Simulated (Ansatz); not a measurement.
# triplet SiN2H6: levels of theory compared

We compute a comparison of 6 runs (UHF/3-21G, UHF/6-311+G**, UB3LYP/6-31G*, UB3LYP/6-311+G**, UCAM-B3LYP/6-311+G**, UPBE0/6-311+G**) of triplet SiN2H6. 

The results are computed with Ansatz 0.2.0.

38 further runs of the same task are left out: 38 set aside as unsound or not needed.

### 1 Starting point

SiN2H6: 9 atoms, total charge 0, spin state triplet. SMILES of the parent species: `NN[SiH3]`. Geometry: relaxed at PBE0-D4/def2-TZVP. This is one conformer, not always the lowest. That shape belongs to the parent species and isn't relaxed for this state.

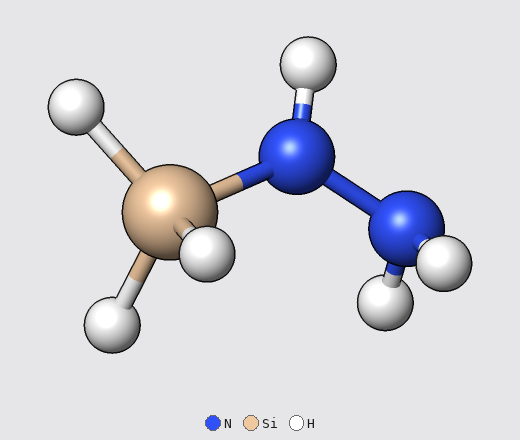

Viewed from a chosen angle; nitrogen blue, silicon light orange, hydrogen white.

### 2 A single-point energy at UHF/3-21G (run 1)

The input, run.yaml:

```yaml
crystal:
  periodic: [false, false, false]
  atoms:
    - {symbol: "N", position_ang: [-0.558800, 0.925000, -1.203100]}
    - {symbol: N, position_ang: [-0.285500, 0.708200, 0.159700]}
    - {symbol: Si, position_ang: [0.408400, -0.736600, 0.767500]}
    - {symbol: H, position_ang: [0.267900, 0.761300, -1.767500]}
    - {symbol: H, position_ang: [-1.290500, 0.297600, -1.515600]}
    - {symbol: H, position_ang: [-0.377500, 1.549300, 0.701800]}
    - {symbol: H, position_ang: [1.729200, -1.040000, 0.139600]}
    - {symbol: H, position_ang: [-0.469800, -1.907300, 0.484500]}
    - {symbol: H, position_ang: [0.576500, -0.557300, 2.233000]}
basis:
  gaussian: {orbitals: 3-21G.json}
magnetization: {spin_polarized: true, initial_magnetization: 2}
hamiltonian: {xc: hf}
accuracy: high
output: {orbitals: {seedname: orbitals}}
```

The basis set 3-21G is read from a file made from the Basis Set Exchange's data (not shown).

On the command line:

```console
$ ansatz run run.yaml --threads 1 --pin off --max-ram 3480MiB --events-out events.jsonl --progress --plain --runs-dir runs
```

The log of the run:

```text
Warning: RAYON_NUM_THREADS=1 ignored (pool sized by the plan → 1); use --threads N
Functional definition: HF
  name "HF"
  exchange = exact_x
  correlation = 0
1045 factors; integrals over basis functions are off by at most 4.0e-9 eV
mean field evaluation 1: about -10852.3942 eV, gradient 1.3e1 eV
mean field evaluation 2: about -10852.9458 eV, gradient 1.3e1 eV
mean field evaluation 4: about -10854.4694 eV, gradient 2.4e0 eV
mean field evaluation 8: about -10854.5690 eV, gradient 2.6e-1 eV
mean field evaluation 16: about -10854.5720 eV, gradient 2.6e-5 eV
mean field evaluation 32: about -10853.2664 eV, gradient 1.2e0 eV
mean field evaluation 64: about -10851.2015 eV, gradient 1.6e1 eV
mean field evaluation 96: about -10853.3046 eV, gradient 1.4e0 eV
mean field -10854.57203904 eV, -398.8981649414 hartree, gradient 1.5e-8 eV, S^2 2.014123; 2 other end points of the search recorded, 0 dependent functions left out
reference -10854.57203904 eV, -398.8981649414 hartree; 18, 16 occupied and 25, 27 virtual orbitals, 1045 factors
Total energy: -10854.57203904 eV, -398.8981649414 hartree
```

Wall time 1.3 s (1 thread of Arm Neoverse V2, shared host); peak memory 0.13 GiB.

### 3 The energy at UHF/6-311+G(d,p) (run 2)

The input, job.yaml:

```yaml
crystal:
  periodic: [false, false, false]
  atoms:
    - {symbol: N, position_ang: [-0.558800, 0.925000, -1.203100]}
    - {symbol: "N", position_ang: [-0.285500, 0.708200, 0.159700]}
    - {symbol: Si, position_ang: [0.408400, -0.736600, 0.767500]}
    - {symbol: H, position_ang: [0.267900, 0.761300, -1.767500]}
    - {symbol: H, position_ang: [-1.290500, 0.297600, -1.515600]}
    - {symbol: H, position_ang: [-0.377500, 1.549300, 0.701800]}
    - {symbol: H, position_ang: [1.729200, -1.040000, 0.139600]}
    - {symbol: H, position_ang: [-0.469800, -1.907300, 0.484500]}
    - {symbol: H, position_ang: [0.576500, -0.557300, 2.233000]}
basis:
  gaussian: {orbitals: 6-311+G_st__st_-spherical.json}
magnetization: {spin_polarized: true, initial_magnetization: 2}
hamiltonian: {xc: hf}
accuracy: high
output: {orbitals: {seedname: orbitals}}
```

The basis set 6-311+G** is read from a file made from the Basis Set Exchange's data (not shown).

On the command line:

```console
$ ansatz run job.yaml --threads 1 --pin off --max-ram 3480MiB --events-out events.jsonl --progress --plain --runs-dir runs
```

The log of the run, shortened:

```text
Warning: RAYON_NUM_THREADS=1 ignored (pool sized by the plan → 1); use --threads N
[... 2 set-up lines as earlier in the session ...]
[...]
2142 factors; integrals over basis functions are off by at most 4.4e-9 eV
[...]
mean field -10915.70132335 eV, -401.1446247051 hartree, gradient 2.6e-8 eV, S^2 2.013386; 3 other end points of the search recorded, 0 dependent functions left out
reference -10915.70132335 eV, -401.1446247051 hartree; 18, 16 occupied and 92, 94 virtual orbitals, 2142 factors
Total energy: -10915.70132335 eV, -401.1446247051 hartree
```

Run time: 14 s. Hardware: 1 thread of Arm Neoverse V2, shared host; peak memory 0.33 GiB.

Runs 3 to 5 aren't shown in full; the table further down has their settings and results.

### 4 The energy at UPBE0/6-311+G(d,p) (run 6)

The input, in.yaml:

```yaml
crystal:
  periodic: [false, false, false]
  atoms:
    - {symbol: "N", position_ang: [-0.558800, 0.925000, -1.203100]}
    - {symbol: "N", position_ang: [-0.285500, 0.708200, 0.159700]}
    - {symbol: Si, position_ang: [0.408400, -0.736600, 0.767500]}
    - {symbol: H, position_ang: [0.267900, 0.761300, -1.767500]}
    - {symbol: H, position_ang: [-1.290500, 0.297600, -1.515600]}
    - {symbol: H, position_ang: [-0.377500, 1.549300, 0.701800]}
    - {symbol: H, position_ang: [1.729200, -1.040000, 0.139600]}
    - {symbol: H, position_ang: [-0.469800, -1.907300, 0.484500]}
    - {symbol: H, position_ang: [0.576500, -0.557300, 2.233000]}
basis:
  gaussian:
    orbitals: 6-311+G_st__st_-spherical.json
accuracy: high
hamiltonian:
  xc: pbe0
output:
  orbitals: {seedname: orbitals}
magnetization:
  spin_polarized: true
  initial_magnetization: 2
```

The basis set 6-311+G** is read from a file made from the Basis Set Exchange's data (not shown).

On the command line:

```console
$ ansatz run in.yaml --threads 1 --pin off --max-ram 3480MiB --events-out events.jsonl --progress --plain --runs-dir runs
```

The log of the run:

```text
Warning: RAYON_NUM_THREADS=1 ignored (pool sized by the plan → 1); use --threads N
Functional definition: PBE0
  name "PBE0"
  parameter a = 0.25
  parameter kappa = 0.804
  parameter beta = 0.06672455060314922
  exchange = (1 - a)*pbe_x(kappa = kappa, mu = beta*pi^2/3) + a*exact_x
  correlation = pbe_c(beta = beta)
2142 factors; integrals over basis functions are off by at most 4.4e-9 eV
mean field evaluation 1: about -10932.9821 eV, gradient 4.6e1 eV
mean field evaluation 2: about -10900.0481 eV, gradient 8.9e1 eV
mean field evaluation 4: about -10942.6538 eV, gradient 1.1e1 eV
mean field evaluation 8: about -10943.4089 eV, gradient 1.0e0 eV
mean field evaluation 16: about -10943.4359 eV, gradient 2.5e-2 eV
mean field evaluation 32: about -10943.4360 eV, gradient 2.1e-5 eV
mean field -10943.43600174 eV, -402.1638553365 hartree, gradient 9.2e-8 eV, S^2 2.005985; 4 other end points of the search recorded, 0 dependent functions left out
reference -10943.43600548 eV, -402.1638554741 hartree; 18, 16 occupied and 92, 94 virtual orbitals, 2142 factors
Total energy: -10943.43600548 eV, -402.1638554741 hartree
```

It took 28 s on 1 thread of Arm Neoverse V2, shared host; peak memory 0.47 GiB.

### 5 All runs side by side

| run | level | Cartesian functions | energy (Eh) | HOMO energy (eV) | ⟨S²⟩ | wall time |
| --- | --- | --- | --- | --- | --- | --- |
| 1 | UHF/3-21G | no | -398.898165 | -2.34 | 2.014 | 1.3 s |
| 2 | UHF/6-311+G** | no | -401.144625 | -3.14 | 2.013 | 14 s |
| 3 | UB3LYP/6-31G* (Cartesian functions) | yes | -402.354877 | -1.25 | 2.005 | 13 s |
| 4 | UB3LYP/6-311+G** | no | -402.446777 | -2.26 | 2.005 | 26 s |
| 5 | UCAM-B3LYP/6-311+G** | no | -402.367293 | -3.05 | 2.006 | 35 s |
| 6 | UPBE0/6-311+G** | no | -402.163855 | -2.36 | 2.006 | 28 s |

### 6 What came out

| quantity | value |
| --- | --- |
| run 6: total energy | -402.16386 Eh |
| run 6: HOMO energy (highest over α and β) | -2.36 eV |
| run 6: ⟨S²⟩ | 2.006 |

Totals of different functionals can't be ranked against each other. All runs together took 1.9 min, the longest 35 s.
